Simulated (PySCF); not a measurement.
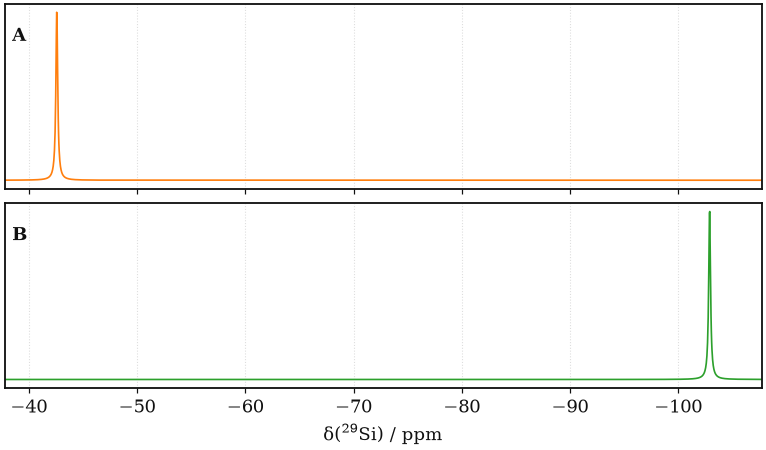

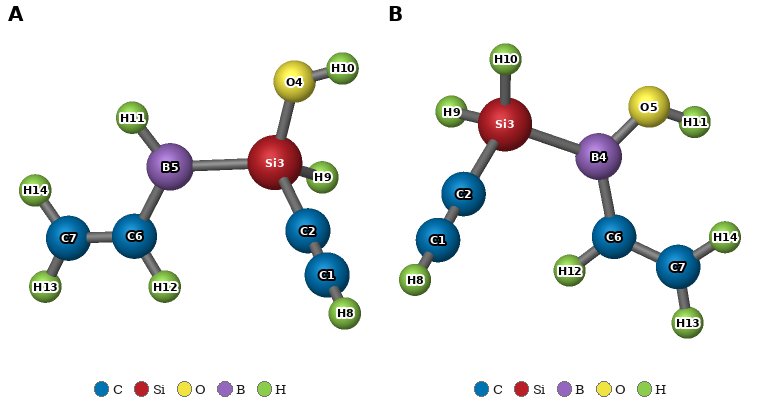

Related molecules: A is C₄H₇BOSi, SMILES C#C[Si@H](O)BC=C; B is C₄H₇BOSi, SMILES C#C[SiH2]B(O)C=C. GIAO ²⁹Si shifts against TMS, PBE0/pcSseg-1, PySCF 2.14.0, at a GFN2-xTB geometry (no frequency check); fully decoupled, line heights follow the number of nuclei within a panel, widths are arbitrary (no quadrupolar broadening); values of one conformer, averaged over nuclei that symmetry or rotation about single bonds exchange, these motions taken as fast; other conformers aren't averaged in.

Question: How does the ²⁹Si shift respond?

Answer: From A (−42.6 ppm) to B (−102.9 ppm) the nucleus is shielded by 60.3 ppm.

Caveats, for all or some of the runs: the tight-binding geometry is rougher than a DFT one and adds to the error.
